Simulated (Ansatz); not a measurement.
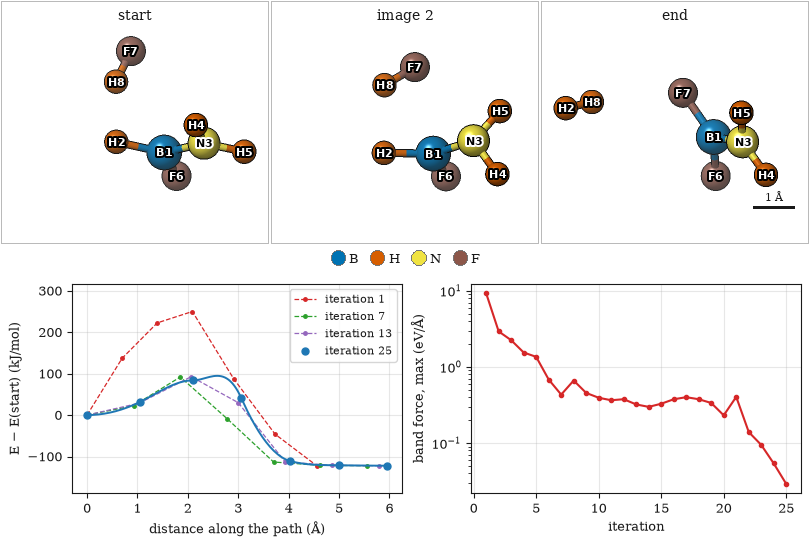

A nudged-elastic-band calculation for BNH₄F₂. Images are numbered from 0 (start) to 6 (end). The plot follows the band through its iterations. The picture is a ball-and-stick view, seen from a free direction.

Method: RKS PBE/def2-SVP in Ansatz. Settings: 5 movable images; climbing image; force threshold 0.05 eV/Å; iteration limit 60; starting path through a guess of the saddle point.

How did the profile develop, and is the result final?

Answer. The result is final at these settings. The band converged in 25 iterations. The largest component of the band force went from 9.3 to 0.029 eV/Å. The climbing image converged on the top of the path. Its vibrational analysis gives one imaginary mode (487i cm⁻¹), as a transition state must have. The first iteration put the highest image at 250.1 kJ/mol. The energy climbs by 83.8 kJ/mol to image 2 and then falls by 205.9 kJ/mol, so the end point sits at −122.2 kJ/mol.

The run took 3.6 min on 1 thread of Arm Neoverse V1, on a shared host, peak memory 0.12 GiB.
